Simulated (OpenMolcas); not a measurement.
**Run report: AlCl, excited-state calculation (part 3 of 4)**

Continued. System: AlCl (aluminium monochloride), SMILES [Al][Cl]. Method: CASPT2/ANO-R1, sfX2C (OpenMolcas 26.06). 

Geometry of the input (Å):
```
Al 0.0000  0.0000  0.0000
Cl 0.0000  0.0000  2.1301
```

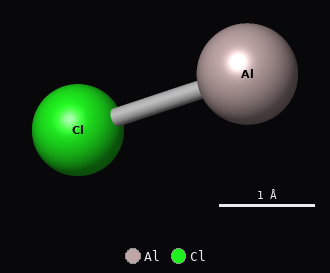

The structure as given in the input (ball-and-stick view, seen at a tilt). Sticks mark near contacts.

The program's output, continued:
```
      Contributions to the CASPT2 correlation energy
      Active & Virtual Only:         -0.0142350115
      One Inactive Excited:          -0.0634765382
      Two Inactive Excited:          -0.1436224745

++ Denominators, etc.
--------------------------------------------------------------------------------------------------------------
 Report on small energy denominators, large coefficients, and large energy contributions.
CASE  SYMM ACTIVE-MIX  NON-ACTIVE INDICES          DENOMINATOR     RHS VALUE       COEFFICIENT     CONTRIBUTION
VJTU     1  Mu1.0001  In1.012                       0.29251368     -0.00000000      0.00000000     -0.00000000
VJTU     1  Mu1.0006  In1.012                       0.83975252     -0.02982776      0.03418884     -0.00101978
VJTU     1  Mu1.0001  In1.013                       0.29136919     -0.00000000      0.00000000     -0.00000000
ATVX     1  Mu1.0001  Se1.018                       0.13657703      0.00000000     -0.00000000     -0.00000000
ATVX     1  Mu1.0002  Se1.018                       0.29445383      0.00000000     -0.00000000     -0.00000000
ATVX     1  Mu1.0001  Se1.019                       0.15658245      0.00000000     -0.00000000     -0.00000000
ATVX     1  Mu1.0001  Se1.020                       0.28859810      0.00000000     -0.00000000     -0.00000000
AIVX     1  Mu1.0006  In1.013 Se1.018               0.94267431      0.02696914     -0.02784169     -0.00075087
BVATP    1  Mu1.0003  Se1.018 Se1.018               0.92874788      0.03058056     -0.03154471     -0.00096465
BJATM    1  Mu1.0003  In1.013 Se1.022 Se1.021       2.38087629      0.10732766     -0.04508330     -0.00483868
BJATM    1  Mu1.0003  In1.012 Se1.023 Se1.021       2.38429144      0.10439697     -0.04380404     -0.00457301
BJATM    1  Mu1.0003  In1.012 Se1.024 Se1.022       2.43516474     -0.06244317      0.02547388     -0.00159067
BJATM    1  Mu1.0003  In1.013 Se1.024 Se1.023       2.43629089     -0.06267937      0.02555971     -0.00160207
BJATM    1  Mu1.0003  In1.012 Se1.025 Se1.023       2.43746253     -0.06530974      0.02663678     -0.00173964
BJAIP    1  Se1.023 In1.012 Se1.023 In1.012         2.36003442      0.08201246     -0.03449114     -0.00282870
BJAIP    1  Se1.024 In1.012 Se1.024 In1.012         2.41193574      0.08421722     -0.03466850     -0.00291968
BJAIP    1  Se1.025 In1.012 Se1.025 In1.012         2.41199002      0.08630931     -0.03554536     -0.00306790
BJAIP    1  Se1.027 In1.012 Se1.027 In1.012         2.60356729      0.07120776     -0.02717832     -0.00193531
BJAIP    1  Se1.022 In1.012 Se1.023 In1.013         2.35661927      0.07041257     -0.02965956     -0.00208841
BJAIP    1  Se1.021 In1.012 Se1.024 In1.013         2.35764729      0.07706010     -0.03277596     -0.00252572
BJAIP    1  Se1.022 In1.013 Se1.022 In1.013         2.35320412      0.08189541     -0.03455098     -0.00282957
BJAIP    1  Se1.024 In1.013 Se1.024 In1.013         2.40964674      0.08394923     -0.03460045     -0.00290468
BJAIP    1  Se1.025 In1.013 Se1.025 In1.013         2.40970103      0.08180696     -0.03370040     -0.00275693
BJAIP    1  Se1.026 In1.013 Se1.026 In1.013         2.60045651      0.07100695     -0.02713030     -0.00192644
BJAIM    1  Se1.022 In1.012 Se1.022 In1.013         2.35661927     -0.08203177      0.03455360     -0.00283449
BJAIM    1  Se1.024 In1.012 Se1.024 In1.013         2.41081838     -0.16625940      0.06848284     -0.01138592
BJAIM    1  Se1.026 In1.012 Se1.026 In1.013         2.60201190     -0.07686209      0.02934216     -0.00225530
--

   (Skipping property calculation,
    use PROP keyword to activate)
--

++ CASPT2 computation for group   3

********************************************************************************
 Multi-State initialization phase begins for group   3
--------------------------------------------------------------------------------
********************************************************************************
 Compute H0 matrices for state    3
--------------------------------------------------------------------------------
--------------------------------------------------------------------------------
 H0 matrices have been computed.

********************************************************************************
  CASPT2 EQUATION SOLUTION
--------------------------------------------------------------------------------

  Total nr of CASPT2 parameters:
   Before reduction:       26429
   After  reduction:       24873

 Variance of |WF0>:       1.1055690807

 The contributions to the second order correlation energy in atomic units.
-----------------------------------------------------------------------------------------------------------------------------
  IT.      VJTU        VJTI        ATVX        AIVX        VJAI        BVAT        BJAT        BJAI        TOTAL       RNORM
-----------------------------------------------------------------------------------------------------------------------------
   1    -0.000756   -0.001038   -0.005452   -0.018509   -0.013254   -0.009248   -0.041279   -0.128050   -0.217587    0.002996
   2    -0.000766   -0.001055   -0.005479   -0.018602   -0.013311   -0.009277   -0.041345   -0.128083   -0.217917    0.000314
   3    -0.000765   -0.001055   -0.005479   -0.018605   -0.013314   -0.009277   -0.041345   -0.128085   -0.217925    0.000037
   4    -0.000765   -0.001055   -0.005479   -0.018604   -0.013313   -0.009277   -0.041344   -0.128084   -0.217922    0.000004
-----------------------------------------------------------------------------------------------------------------------------

  FINAL CASPT2 RESULT:

      Reference energy:        -703.0219117311
      E2 (Non-variational):      -0.2179219364
      Shift correction:          -0.0013535693
      E2 (Variational):          -0.2192755057
      Total energy:            -703.2411872368
      Residual norm:              0.0000004613
      Reference weight:           0.93376

      Contributions to the CASPT2 correlation energy
      Active & Virtual Only:         -0.0147557108
      One Inactive Excited:          -0.0607136645
      Two Inactive Excited:          -0.1424525611

++ Denominators, etc.
--------------------------------------------------------------------------------------------------------------
 Report on small energy denominators, large coefficients, and large energy contributions.
CASE  SYMM ACTIVE-MIX  NON-ACTIVE INDICES          DENOMINATOR     RHS VALUE       COEFFICIENT     CONTRIBUTION
ATVX     1  Mu1.0001  Se1.018                       0.23191916     -0.00000000      0.00000000     -0.00000000
ATVX     1  Mu1.0002  Se1.018                       0.27293342      0.00000000     -0.00000000     -0.00000000
ATVX     1  Mu1.0001  Se1.019                       0.25992661     -0.00000000      0.00000000     -0.00000000
AIVX     1  Mu1.0005  In1.013 Se1.018               0.91764395      0.03265534     -0.03458334     -0.00112933
AIVX     1  Mu1.0008  In1.011 Se1.021               2.21618837     -0.05645965      0.02507697     -0.00141584
AIVX     1  Mu1.0005  In1.013 Se1.026               1.69223096     -0.04449733      0.02604810     -0.00115907
AIVX     1  Mu1.0005  In1.012 Se1.027               1.69594738     -0.04478931      0.02612126     -0.00116995
VJAIP    1  Mu1.0001  Se1.023 In1.012 In1.011       2.12252586     -0.05530597      0.02561583     -0.00141671
VJAIP    1  Mu1.0001  Se1.022 In1.013 In1.011       2.11676617     -0.05506477      0.02554541     -0.00140665
BVATP    1  Mu1.0001  Se1.018 Se1.018               0.41089296     -0.01878278      0.03696750     -0.00069435
BVATP    1  Mu1.0004  Se1.021 Se1.021               2.40917817     -0.06147354      0.02547195     -0.00156585
BJATM    1  Mu1.0002  In1.013 Se1.022 Se1.021       2.36656965     -0.10998687      0.04646177     -0.00511018
BJATM    1  Mu1.0002  In1.012 Se1.023 Se1.021       2.37232933     -0.10348511      0.04366646     -0.00451883
BJATM    1  Mu1.0002  In1.012 Se1.024 Se1.022       2.42337036      0.06317025     -0.02590217     -0.00163625
BJATM    1  Mu1.0002  In1.013 Se1.024 Se1.023       2.42590128      0.06367938     -0.02609088     -0.00166145
BJATM    1  Mu1.0002  In1.012 Se1.025 Se1.023       2.42766938      0.06920139     -0.02836731     -0.00196306
BJAIP    1  Se1.023 In1.012 Se1.023 In1.012         2.36156859      0.08190421     -0.03443496     -0.00282037
BJAIP    1  Se1.024 In1.012 Se1.024 In1.012         2.41627040      0.08421172     -0.03461900     -0.00291533
BJAIP    1  Se1.025 In1.012 Se1.025 In1.012         2.41657783      0.08832910     -0.03633196     -0.00320917
BJAIP    1  Se1.027 In1.012 Se1.027 In1.012         2.60237506      0.07095680     -0.02697666     -0.00191418
BJAIP    1  Se1.022 In1.012 Se1.023 In1.013         2.35580891      0.07029423     -0.02962953     -0.00208278
BJAIP    1  Se1.021 In1.012 Se1.024 In1.013         2.35946969      0.07702807     -0.03274890     -0.00252258
BJAIP    1  Se1.022 In1.013 Se1.022 In1.013         2.35004922      0.08182098     -0.03456342     -0.00282801
BJAIP    1  Se1.024 In1.013 Se1.024 In1.013         2.41304164      0.08394377     -0.03455019     -0.00290027
BJAIP    1  Se1.025 In1.013 Se1.025 In1.013         2.41334907      0.07958334     -0.03272744     -0.00260456
BJAIP    1  Se1.026 In1.013 Se1.026 In1.013         2.59494222      0.07117596     -0.02722325     -0.00193764
BJAIM    1  Se1.022 In1.012 Se1.022 In1.013         2.35580891     -0.08183801      0.03449691     -0.00282316
BJAIM    1  Se1.024 In1.012 Se1.024 In1.013         2.41480974     -0.16608458      0.06831244     -0.01134564
BJAIM    1  Se1.026 In1.012 Se1.026 In1.013         2.59865864     -0.07689674      0.02928718     -0.00225209
--

   (Skipping property calculation,
    use PROP keyword to activate)
--

  Total CASPT2 energies:
::    CASPT2 Root  1     Total energy:   -703.57944401
::    CASPT2 Root  2     Total energy:   -703.39840441
::    CASPT2 Root  3     Total energy:   -703.24118724

++ Multi-State CASPT2 section:
********************************************************************************
  MULTI-STATE CASPT2 SECTION
--------------------------------------------------------------------------------

  Output diagonal energies have been shifted. Add    703.00000000000000

  Effective Hamiltonian matrix (Symmetric):

                1               2               3
   1     -1406.57944401
   2        -0.00000000  -1406.39840441
   3        -0.00171169     -0.00000000  -1406.24118724

       Total MS-CASPT2 energies:
::    MS-CASPT2 Root  1     Total energy:   -703.57945267
::    MS-CASPT2 Root  2     Total energy:   -703.39840441
::    MS-CASPT2 Root  3     Total energy:   -703.24117858

       Eigenvectors:
            0.99998720     -0.00000000     -0.00506012
            0.00000000      1.00000000     -0.00000000
            0.00506012      0.00000000      0.99998720

--

  THE ORIGINAL CI ARRAYS ARE NOW MIXED AS LINEAR
  COMBINATIONS, GIVEN BY THE EIGENVECTORS.
  A NEW JOBIPH FILE NAMED 'JOBMIX' IS PREPARED.
********************************************************************************

++ Mixed CI coefficients:
  The CI coefficients for the MIXED state nr.   1
--------------------------------------------------------------------------------
 CI COEFFICIENTS LARGER THAN  5.00E-02
  Occupation of active orbitals, and spin coupling
  of open shells. (u,d: Spin up or down).
  SGUGA info is (Midvert:IsyUp:UpperWalk/LowerWalk)
        Conf  SGUGA info        Occupation    Coefficient         Weight
           1  ( 1:1:   1/   1)   2200           -0.986476       0.973134
           6  ( 3:1:   1/   1)   2020            0.114047       0.013007
           8  ( 3:1:   3/   1)   2002            0.067439       0.004548
           9  ( 3:1:   1/   2)   ud20            0.074911       0.005612

  The CI coefficients for the MIXED state nr.   2
--------------------------------------------------------------------------------
 CI COEFFICIENTS LARGER THAN  5.00E-02
  Occupation of active orbitals, and spin coupling
  of open shells. (u,d: Spin up or down).
  SGUGA info is (Midvert:IsyUp:UpperWalk/LowerWalk)
        Conf  SGUGA info        Occupation    Coefficient         Weight
           2  ( 2:1:   1/   1)   2ud0           -0.982890       0.966074
           4  ( 2:1:   1/   2)   u2d0            0.076077       0.005788
           7  ( 3:1:   2/   1)   20ud            0.053348       0.002846
          10  ( 3:1:   2/   2)   udud            0.121202       0.014690
          15  ( 4:1:   1/   1)   uudd           -0.069586       0.004842
          19  ( 5:1:   2/   2)   0ud2            0.063684       0.004056

  The CI coefficients for the MIXED state nr.   3
--------------------------------------------------------------------------------
 CI COEFFICIENTS LARGER THAN  5.00E-02
  Occupation of active orbitals, and spin coupling
  of open shells. (u,d: Spin up or down).
  SGUGA info is (Midvert:IsyUp:UpperWalk/LowerWalk)
        Conf  SGUGA info        Occupation    Coefficient         Weight
           1  ( 1:1:   1/   1)   2200           -0.112065       0.012559
           3  ( 2:1:   2/   1)   2u0d            0.097739       0.009553
           6  ( 3:1:   1/   1)   2020           -0.973680       0.948053
           9  ( 3:1:   1/   2)   ud20           -0.051532       0.002656
          12  ( 3:1:   1/   3)   0220            0.122916       0.015108
          18  ( 5:1:   1/   2)   0u2d           -0.087917       0.007729
          20  ( 6:1:   1/   1)   0022            0.050557       0.002556

--

--- Stop Module: caspt2 /rc=_RC_ALL_IS_WELL_ ---

--- Start Module: rassi ---

                                               &RASSI

                       available to each process: 1.9 GB of memory, 1 thread

      ********************************************************************************
      *                             General data section                             *
      ********************************************************************************

   Specific data for JOBIPH file JOBMIX
   -------------------------------------

   Header from SEWARD:

   CASSCF title (first line only):
       (No title given)

  STATE IRREP:                1
  SPIN MULTIPLICITY:          1
  ACTIVE ELECTRONS:           4
  MAX RAS1 HOLES:             0
  MAX RAS3 ELECTRONS:         0
  NR OF CONFIG:              20
 ###############################################################################
 ###    WARNING: EJOB used when HEFF is available, possible                  ###
 ###    extra interaction between states is ignored!                         ###
 ###############################################################################

   The following data are common to all the states:
   ------------------------------------------------
   (note: frozen counts as inactive, deleted as secondary)

      Nr of irreps: 1

                 Total     No./Irrep
      Irrep                  1
                             a

      INACTIVE      13      13
      ACTIVE         4       4
      SECONDARY     19      19
      BASIS         36      36

      RAS1           0       0
      RAS2           4       4
      RAS3           0       0

        MATRIX ELEMENTS WILL BE COMPUTED FOR THE FOLLOWING ONE-ELECTRON OPERATORS, UNLESS ZERO BY SYMMETRY.
   (Herm=Hermitian, Anti=Antihermitian, Sing=Singlet operator, Trip=Triplet operator)
     MLTPL  0   1 (HERMSING)     MLTPL  1   1 (HERMSING)     MLTPL  1   2 (HERMSING)
     MLTPL  1   3 (HERMSING)     MLTPL  2   1 (HERMSING)     MLTPL  2   2 (HERMSING)
     MLTPL  2   3 (HERMSING)     MLTPL  2   4 (HERMSING)     MLTPL  2   5 (HERMSING)
     MLTPL  2   6 (HERMSING)     VELOCITY   1 (ANTISING)     VELOCITY   2 (ANTISING)
     VELOCITY   3 (ANTISING)     ANGMOM     1 (ANTISING)     ANGMOM     2 (ANTISING)
     ANGMOM     3 (ANTISING)     MLTPV  2   1 (ANTISING)     MLTPV  2   2 (ANTISING)
     MLTPV  2   3 (ANTISING)     MLTPV  2   4 (ANTISING)     MLTPV  2   5 (ANTISING)
     MLTPV  2   6 (ANTISING)

       EIGENSTATES OF A SPIN-FREE HAMILTONIAN WILL BE COMPUTED BASED ON:

  a Hamiltonian matrix assumed to be diagonal with energies read from the wavefunction file(s).

  Nr of states:                    3

   State:        1   2   3
  JobIph:        1   1   1
 Root nr:        1   2   3

  HAMILTONIAN MATRIX FOR THE ORIGINAL STATES:

  Diagonal, with energies
   -703.57945267   -703.39840441   -703.24117858

      OVERLAP MATRIX FOR THE ORIGINAL STATES:

  Diagonal, with elements
      1.00000000      1.00000000      1.00000000

::    RASSI State    1     Total energy:    -703.57945267213313
::    RASSI State    2     Total energy:    -703.39840440593298
::    RASSI State    3     Total energy:    -703.24117857533042
```
